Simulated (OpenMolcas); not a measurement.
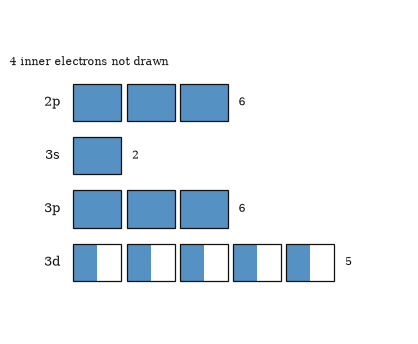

Figure 1. The outer shells of the leading configuration of the lowest level: a box for each of the 2l + 1 orbitals, shaded by the share of the shell that is filled, with the electron count at the right.

**Run report: Mn²⁺, multiconfigurational calculation (part 1 of 2)**

- system: Mn²⁺, among 6 point charges of −2 e at 1.97 Å, octahedron (Oh), whose field is part of the energies.
- method: state-averaged CASSCF, active space 5 electrons in the shell 3d, basis ANO-RCC-VDZP, DKH2 scalar Hamiltonian, spin-orbit coupling by RASSI with atomic mean-field integrals (OpenMolcas)

### Log (extracts)
```
--- SEWARD ---
Basis set label: MN.ANO-RCC...5S4P2D1F.

      Electronic valence basis set:
      ------------------
      Associated Effective Charge  25.000000 au
      Associated Actual Charge     25.000000 au
      Nuclear Model: Point charge

      Shell  nPrim  nBasis  Cartesian Spherical Contaminant
         s      21       5        X
         p      15       4        X
         d      10       2                 X
         f       6       1                 X
                  Relativistic Douglas-Kroll-Hess integrals:
                    - DKH order of Hamiltonian: 2
                    - DKH order of Properties : 0
                  Atomic mean-field integrals
--- RASSCF ---
Wave function specifications:
      -----------------------------

      Number of closed shell electrons          18
      Number of electrons in active shells       5
      Max number of holes in RAS1 space          0
      Max nr of electrons in RAS3 space          0
      Number of inactive orbitals                9
      Number of active orbitals                  5
      Number of secondary orbitals              20
      Spin quantum number                      2.5
      State symmetry                             1
Orbital specifications:
      -----------------------

      Symmetry species                           1   2
                                                ag  au
      Frozen orbitals                            0   0
      Inactive orbitals                          3   6
      Active orbitals                            5   0
      RAS1 orbitals                              0   0
      RAS2 orbitals                              5   0
      RAS3 orbitals                              0   0
      Secondary orbitals                         7  13
      Deleted orbitals                           0   0
      Number of basis functions                 15  19
      Number of CSFs                             1
      Number of root(s) required                 1
      Iter CI   SX   CI       RASSCF       Energy    max ROT     max BLB   max BLB  Level Ln srch  Step   QN
          iter iter root      energy       change     param      element    value   shift minimum  type update
 Nr of preliminary CI iterations:   1
      Total energies have been shifted. Add                -1000.00 au
        1   1    5    1  -163.03494445    0.00E+00  -6.97E-02    6  13 1  1.27E-01*  0.53   0.00    SX    NO
        2   1    6    1  -163.05573945   -2.08E-02* -1.78E-02    4  10 2  7.98E-02*  0.62   0.00    SX    NO
        3   1    5    1  -163.05884807   -3.11E-03* -1.05E-02    8  15 1  1.90E-02*  0.59   0.00    SX    NO
        4   1    5    1  -163.05930479   -4.57E-04*  3.09E-03    6  12 2  9.15E-03*  0.60   0.00    SX    NO
        5   1    5    1  -163.05937976   -7.50E-05* -1.69E-03    6  13 1  3.06E-03*  0.59   0.95    QN   YES
        6   1    4    1  -163.05939427   -1.45E-05*  6.95E-04    6  13 1  8.35E-04*  0.60   1.41    LS   YES
        7   1    4    1  -163.05939562   -1.35E-06* -1.44E-04    5  12 1 -2.25E-04*  0.60   1.00    QN   YES
        8   1    4    1  -163.05939574   -1.20E-07*  3.98E-05    5  11 2 -8.86E-05   0.60   1.27    QN   YES
        9   1    3    1  -163.05939575   -1.11E-08*  2.83E-06    5  11 2 -1.55E-05   0.60   1.09    QN   YES
       10   1    3    1  -163.05939575   -1.92E-10  -3.66E-07    5   8 2  2.16E-06   0.60   1.10    QN   YES
      Convergence after 10 iterations
       11   1    3    1  -163.05939575   -3.41E-12  -3.66E-07    6  12 2  3.06E-07   0.60   1.10    QN   YES
      Natural orbitals and occupation numbers for root  1
      sym 1:   1.000000   1.000000   1.000000   1.000000   1.000000
::    RASSCF root number  1 Total energy:  -1163.05939575
--- RASSCF ---
Wave function specifications:
      -----------------------------

      Number of closed shell electrons          18
      Number of electrons in active shells       5
      Max number of holes in RAS1 space          0
      Max nr of electrons in RAS3 space          0
      Number of inactive orbitals                9
      Number of active orbitals                  5
      Number of secondary orbitals              20
      Spin quantum number                      1.5
      State symmetry                             1
Orbital specifications:
      -----------------------

      Symmetry species                           1   2
                                                ag  au
      Frozen orbitals                            0   0
      Inactive orbitals                          3   6
      Active orbitals                            5   0
      RAS1 orbitals                              0   0
      RAS2 orbitals                              5   0
      RAS3 orbitals                              0   0
      Secondary orbitals                         7  13
      Deleted orbitals                           0   0
      Number of basis functions                 15  19
      Number of CSFs                            24
      Number of root(s) required                24
      Iter CI   SX   CI       RASSCF       Energy    max ROT     max BLB   max BLB  Level Ln srch  Step   QN
          iter iter root      energy       change     param      element    value   shift minimum  type update
 Nr of preliminary CI iterations:   1
      Total energies have been shifted. Add                -1000.00 au
        1   1    3    0  -162.87548424    0.00E+00   1.36E-02    8  15 1 -2.46E-02*  0.59   0.00    SX    NO
        2   1    5    0  -162.87689400   -1.41E-03*  1.94E-03    6  10 2 -2.18E-02*  0.56   0.00    SX    NO
        3   1    4    0  -162.87706119   -1.67E-04* -1.75E-03    6  13 1 -3.01E-03*  0.57   0.00    SX    NO
        4   1    5    0  -162.87708252   -2.13E-05* -2.49E-04    6  10 2 -2.74E-03*  0.57   0.00    SX    NO
        5   1    4    0  -162.87708533   -2.81E-06* -1.86E-04    7  14 1 -4.00E-04*  0.57   0.82    QN   YES
        6   1    4    0  -162.87708575   -4.24E-07* -4.76E-05    7  14 1 -6.67E-05   0.57   1.18    QN   YES
        7   1    3    0  -162.87708577   -1.84E-08*  3.52E-06    6   7 2  1.17E-05   0.57   1.06    QN   YES
        8   1    3    0  -162.87708577   -1.95E-10  -1.56E-06    6  13 1  2.53E-06   0.57   1.17    QN   YES
      Convergence after  8 iterations
        9   1    3    0  -162.87708577   -1.11E-11  -1.56E-06    8  15 1  6.37E-07   0.57   1.17    QN   YES
      Natural orbitals and occupation numbers for root  1
      sym 1:   1.043331   1.846894   0.150429   1.014031   0.945316
      Natural orbitals and occupation numbers for root  2
      sym 1:   1.727470   1.013080   0.263442   1.167498   0.828510
      Natural orbitals and occupation numbers for root  3
      sym 1:   1.151653   1.017837   0.841751   1.738250   0.250509
::    RASSCF root number  1 Total energy:  -1162.93436338
::    RASSCF root number  2 Total energy:  -1162.93436338
::    RASSCF root number  3 Total energy:  -1162.93436338
::    RASSCF root number  4 Total energy:  -1162.92064657
::    RASSCF root number  5 Total energy:  -1162.92064657
::    RASSCF root number  6 Total energy:  -1162.92064657
::    RASSCF root number  7 Total energy:  -1162.91600541
::    RASSCF root number  8 Total energy:  -1162.91600541
::    RASSCF root number  9 Total energy:  -1162.91489236
::    RASSCF root number 10 Total energy:  -1162.88849891
::    RASSCF root number 11 Total energy:  -1162.88849891
::    RASSCF root number 12 Total energy:  -1162.88849891
::    RASSCF root number 13 Total energy:  -1162.87898677
::    RASSCF root number 14 Total energy:  -1162.87898677
::    RASSCF root number 15 Total energy:  -1162.87570880
::    RASSCF root number 16 Total energy:  -1162.87570880
::    RASSCF root number 17 Total energy:  -1162.87570880
::    RASSCF root number 18 Total energy:  -1162.82035961
::    RASSCF root number 19 Total energy:  -1162.82035961
::    RASSCF root number 20 Total energy:  -1162.82035961
::    RASSCF root number 21 Total energy:  -1162.81033937
::    RASSCF root number 22 Total energy:  -1162.80537021
::    RASSCF root number 23 Total energy:  -1162.80537021
::    RASSCF root number 24 Total energy:  -1162.80537021
--- RASSCF ---
Wave function specifications:
      -----------------------------

      Number of closed shell electrons          18
      Number of electrons in active shells       5
      Max number of holes in RAS1 space          0
      Max nr of electrons in RAS3 space          0
      Number of inactive orbitals                9
      Number of active orbitals                  5
      Number of secondary orbitals              20
      Spin quantum number                      0.5
      State symmetry                             1
Orbital specifications:
      -----------------------

      Symmetry species                           1   2
                                                ag  au
      Frozen orbitals                            0   0
      Inactive orbitals                          3   6
      Active orbitals                            5   0
      RAS1 orbitals                              0   0
      RAS2 orbitals                              5   0
      RAS3 orbitals                              0   0
      Secondary orbitals                         7  13
      Deleted orbitals                           0   0
      Number of basis functions                 15  19
      Number of CSFs                            75
      Number of root(s) required                75
      Iter CI   SX   CI       RASSCF       Energy    max ROT     max BLB   max BLB  Level Ln srch  Step   QN
          iter iter root      energy       change     param      element    value   shift minimum  type update
 Nr of preliminary CI iterations:   1
      Total energies have been shifted. Add                -1000.00 au
        1   1    3    0  -162.76865192    0.00E+00  -7.34E-03    5  12 1 -1.19E-02*  0.56   0.00    SX    NO
        2   1    5    0  -162.76914482   -4.93E-04*  1.18E-03    6  10 2 -1.32E-02*  0.55   0.00    SX    NO
        3   1    5    0  -162.76920499   -6.02E-05*  1.01E-03    5  12 1 -1.63E-03*  0.55   0.00    SX    NO
        4   1    4    0  -162.76921302   -8.03E-06* -1.98E-04    6  10 2 -1.74E-03*  0.55   0.00    SX    NO
        5   1    4    0  -162.76921414   -1.12E-06* -1.07E-04    6  10 2  3.26E-04*  0.55   0.78    QN   YES
        6   1    4    0  -162.76921433   -1.86E-07* -2.20E-05    6   7 2  4.42E-05   0.55   1.12    QN   YES
        7   1    3    0  -162.76921433   -6.63E-09   2.24E-06    6  10 2 -1.23E-05   0.55   1.12    QN   YES
      Convergence after  7 iterations
        8   1    3    0  -162.76921433   -1.47E-10   2.24E-06    6   7 2  8.81E-07   0.55   1.12    QN   YES
      Natural orbitals and occupation numbers for root  1
      sym 1:   1.801374   1.810440   0.215230   1.063637   0.109320
      Natural orbitals and occupation numbers for root  2
      sym 1:   1.060945   1.804041   0.109807   1.812197   0.213010
      Natural orbitals and occupation numbers for root  3
      sym 1:   1.786844   1.087035   0.237061   1.785814   0.103246
::    RASSCF root number  1 Total energy:  -1162.88333278
::    RASSCF root number  2 Total energy:  -1162.88333278
::    RASSCF root number  3 Total energy:  -1162.88333278
::    RASSCF root number  4 Total energy:  -1162.87157477
::    RASSCF root number  5 Total energy:  -1162.86816331
::    RASSCF root number  6 Total energy:  -1162.86816331
::    RASSCF root number  7 Total energy:  -1162.86816331
::    RASSCF root number  8 Total energy:  -1162.86585025
::    RASSCF root number  9 Total energy:  -1162.86585025
::    RASSCF root number 10 Total energy:  -1162.86585025
::    RASSCF root number 11 Total energy:  -1162.86115440
::    RASSCF root number 12 Total energy:  -1162.86115440
::    RASSCF root number 13 Total energy:  -1162.85434960
::    RASSCF root number 14 Total energy:  -1162.84238523
::    RASSCF root number 15 Total energy:  -1162.84238523
::    RASSCF root number 16 Total energy:  -1162.84238523
::    RASSCF root number 17 Total energy:  -1162.83982589
::    RASSCF root number 18 Total energy:  -1162.83982589
::    RASSCF root number 19 Total energy:  -1162.83103479
::    RASSCF root number 20 Total energy:  -1162.83103479
::    RASSCF root number 21 Total energy:  -1162.83103479
::    RASSCF root number 22 Total energy:  -1162.81875906
::    RASSCF root number 23 Total energy:  -1162.81875906
::    RASSCF root number 24 Total energy:  -1162.81875906
::    RASSCF root number 25 Total energy:  -1162.81222541
::    RASSCF root number 26 Total energy:  -1162.81171948
::    RASSCF root number 27 Total energy:  -1162.81171948
::    RASSCF root number 28 Total energy:  -1162.81171948
::    RASSCF root number 29 Total energy:  -1162.80744875
::    RASSCF root number 30 Total energy:  -1162.80744875
```

(Continued in part 2.) Outcome of the run: converged.
